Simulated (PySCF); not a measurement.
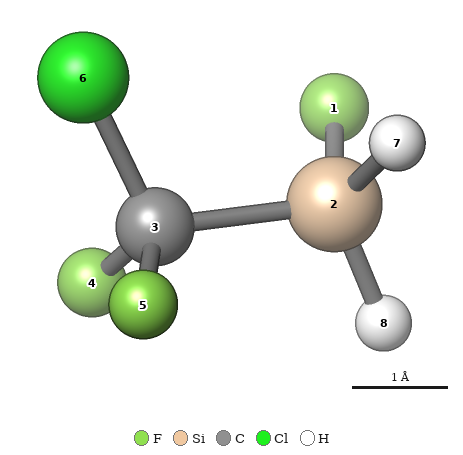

*The structure as given in the input (ball-and-stick view, seen at a tilt; atoms are numbered from 1 in the order of the input).*

# Run report: CH2ClF3Si, geometry relaxation

- system: CH2ClF3Si
- method: PBE0-D3(BJ)/def2-SVP geometry optimisation, gas phase (PySCF 2.14.0)

It belongs to a series of runs on one base structure; here: F replaced by Cl.

What the program printed:
```
step   0  E = -1087.47424485  max force = 0.025771
step   1  E = -1087.47688618  max force = 0.006945
step   2  E = -1087.47753237  max force = 0.002793
step   3  E = -1087.47762521  max force = 0.001045
step   4  E = -1087.47763716  max force = 0.000580
step   5  E = -1087.47764334  max force = 0.000692
step   6  E = -1087.47764688  max force = 0.000465
step   7  E = -1087.47765303  max force = 0.000420
optimisation converged
```

Trajectory as extended XYZ (Å, eV, eV/Å), 8 frames, from step=0 to step=7:
```
8
Properties=species:S:1:pos:R:3:forces:R:3 step=0 energy=-29591.68146
F     1.2058    1.2421   -1.0890    0.2350   1.1285  -1.0784
Si    1.0098    0.1441    0.0316   -1.3252  -0.4751   0.3486
C    -0.9023   -0.2844    0.0044    0.6019  -0.2025   0.5295
F    -1.2434   -0.8464   -1.1503   -0.2028   0.0633  -0.5101
F    -1.2031   -1.1895    0.9609    0.0721   0.2125   0.0773
Cl   -1.8834    1.1835    0.2837    0.0827  -0.1360  -0.0806
H     1.3115    0.7508    1.3178    0.2228   0.0120   0.5953
H     1.7602   -1.0192   -0.4116    0.3136  -0.6026   0.1184
8
Properties=species:S:1:pos:R:3:forces:R:3 step=1 energy=-29591.75334
F     1.0821    1.5420   -1.0535   -0.0908  -0.1427   0.1826
Si    0.9101    0.3814    0.0663    0.3223  -0.3571  -0.1510
C    -0.8188   -0.4382   -0.0753   -0.2670  -0.0067  -0.2853
F    -1.0305   -0.9799   -1.2919    0.1135   0.1341   0.3113
F    -0.8963   -1.4330    0.8259    0.0352   0.0462  -0.0214
Cl   -2.1257    0.7274    0.2534   -0.0173   0.0248   0.0118
H     1.1031    0.9238    1.4279   -0.1223   0.1395   0.0227
H     1.8545   -0.7393   -0.2075    0.0263   0.1619  -0.0707
8
Properties=species:S:1:pos:R:3:forces:R:3 step=2 energy=-29591.77092
F     1.0706    1.5219   -1.0421   -0.0333  -0.0130   0.0085
Si    0.9199    0.3543    0.0671    0.1275  -0.0830   0.0232
C    -0.8250   -0.4357   -0.0757   -0.0287   0.0419  -0.1436
F    -1.0339   -0.9745   -1.2874   -0.0002   0.0389   0.0931
F    -0.9129   -1.4272    0.8267   -0.0365  -0.0339   0.0498
Cl   -2.1162    0.7495    0.2510    0.0337  -0.0147  -0.0044
H     1.0798    0.9244    1.4250   -0.0595   0.0290   0.0066
H     1.8963   -0.7284   -0.2194   -0.0031   0.0350  -0.0331
8
Properties=species:S:1:pos:R:3:forces:R:3 step=3 energy=-29591.77345
F     1.0646    1.5120   -1.0377    0.0006   0.0191  -0.0299
Si    0.9283    0.3412    0.0688   -0.0064   0.0119   0.0538
C    -0.8242   -0.4350   -0.0773    0.0242   0.0020  -0.0342
F    -1.0394   -0.9727   -1.2853   -0.0105  -0.0151  -0.0026
F    -0.9300   -1.4228    0.8296   -0.0162  -0.0292   0.0236
Cl   -2.0986    0.7666    0.2457    0.0097   0.0278   0.0006
H     1.0613    0.9204    1.4269   -0.0054  -0.0113  -0.0027
H     1.9166   -0.7255   -0.2255    0.0041  -0.0053  -0.0086
8
Properties=species:S:1:pos:R:3:forces:R:3 step=4 energy=-29591.77377
F     1.0641    1.5090   -1.0364    0.0052   0.0105  -0.0144
Si    0.9300    0.3376    0.0705   -0.0225   0.0172   0.0212
C    -0.8240   -0.4353   -0.0787    0.0298  -0.0257  -0.0045
F    -1.0419   -0.9747   -1.2850   -0.0100  -0.0066   0.0004
F    -0.9386   -1.4207    0.8311   -0.0118   0.0035  -0.0009
Cl   -2.0882    0.7786    0.2408   -0.0003   0.0183  -0.0025
H     1.0563    0.9161    1.4292    0.0061  -0.0115   0.0002
H     1.9209   -0.7262   -0.2264    0.0035  -0.0057   0.0005
8
Properties=species:S:1:pos:R:3:forces:R:3 step=5 energy=-29591.77394
F     1.0669    1.5060   -1.0340    0.0041  -0.0038   0.0071
Si    0.9313    0.3336    0.0726   -0.0134   0.0105  -0.0156
C    -0.8242   -0.4350   -0.0805    0.0079  -0.0356   0.0148
F    -1.0455   -0.9777   -1.2844    0.0016   0.0026   0.0022
F    -0.9510   -1.4159    0.8332   -0.0001   0.0234  -0.0130
Cl   -2.0771    0.7936    0.2316   -0.0086   0.0118  -0.0038
H     1.0547    0.9088    1.4326    0.0076  -0.0059   0.0027
H     1.9234   -0.7291   -0.2258    0.0008  -0.0031   0.0055
8
Properties=species:S:1:pos:R:3:forces:R:3 step=6 energy=-29591.77404
F     1.0716    1.5035   -1.0315    0.0028  -0.0093   0.0140
Si    0.9321    0.3302    0.0739   -0.0014   0.0032  -0.0239
C    -0.8252   -0.4338   -0.0818   -0.0031  -0.0164   0.0180
F    -1.0472   -0.9796   -1.2839    0.0044   0.0024   0.0025
F    -0.9606   -1.4098    0.8355    0.0014   0.0212  -0.0127
Cl   -2.0710    0.8054    0.2223   -0.0072   0.0014  -0.0051
H     1.0558    0.9021    1.4351    0.0047  -0.0010   0.0028
H     1.9230   -0.7338   -0.2243   -0.0014  -0.0016   0.0044
8
Properties=species:S:1:pos:R:3:forces:R:3 step=7 energy=-29591.77421
F     1.0831    1.4982   -1.0267    0.0011  -0.0105   0.0133
Si    0.9338    0.3236    0.0761    0.0122  -0.0080  -0.0182
C    -0.8276   -0.4298   -0.0836   -0.0193   0.0216   0.0131
F    -1.0492   -0.9819   -1.2826    0.0075  -0.0012  -0.0047
F    -0.9780   -1.3967    0.8397    0.0028   0.0050   0.0010
Cl   -2.0634    0.8255    0.2041    0.0010  -0.0110  -0.0060
H     1.0597    0.8906    1.4392   -0.0010   0.0049   0.0010
H     1.9201   -0.7452   -0.2210   -0.0042  -0.0009   0.0006
```

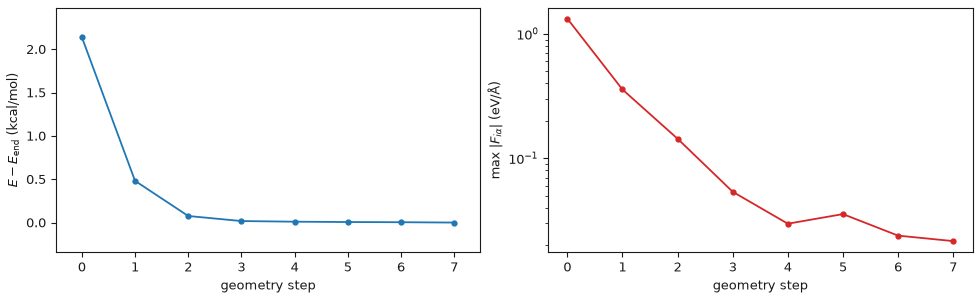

*Progress of the relaxation, step by step (steps are counted from 0).*

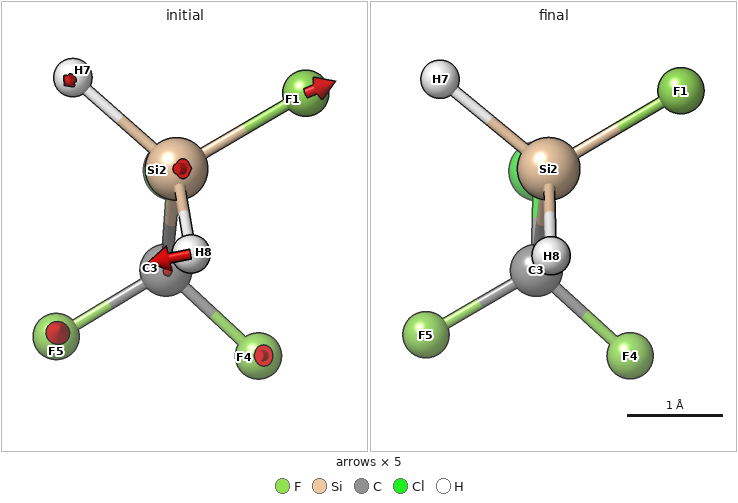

*Before (left) and after (right) the relaxation, at one scale (ball-and-stick view, seen at an oblique angle). The red arrows give the displacements, magnified 5 times.*

Over 7 geometry steps the energy falls by 2.14 kcal/mol. The largest force component goes from 1.3 to 0.022 eV/Å. The atom that moves furthest after the best rigid fit is H8 (0.096 Å). By element the largest moves are H 0.096 Å, F 0.073 Å, Si 0.050 Å, Cl 0.039 Å, C 0.019 Å. Distances before and after: Si2–C3 1.960 → 1.922 Å, F1–Si2 1.581 → 1.618 Å, Si2–H7 1.454 → 1.482 Å, C3–F4 1.329 → 1.338 Å. Among the angles that change: H7–Si2–H8 119.8° → 113.8°, F1–Si2–H8 106.0° → 109.0°, F1–Si2–C3 105.2° → 108.2°. (Atoms are counted from 1 in the order of the input.)

This output came from the following input.

Input file:
```
{"job": {"xc": "PBE0", "basis": "def2-SVP", "d3": "d3bj", "grid": 1, "shake": 0.01, "kind": "geom"}, "charge": 0, "multiplicity": 1}
F      1.205760     1.242070    -1.089000
Si     1.009780     0.144130     0.031630
C     -0.902300    -0.284400     0.004420
F     -1.243360    -0.846430    -1.150340
F     -1.203150    -1.189500     0.960920
Cl    -1.883380     1.183460     0.283680
H      1.311550     0.750770     1.317810
H      1.760240    -1.019240    -0.411590
```

The first line tells a small driver script what to run in PySCF; the rest is the geometry in Å.

Command:
```bash
OMP_NUM_THREADS=1 python <driver script> task.json out
```

Results in brief:

- outcome: converged
- total energy: −1087.477653 hartree
- dipole moment: 1.71 D
- point group: C1
- hardware: 1 CPU thread, shared host
- wall time: 31 s
- peak memory: 0.42 GiB
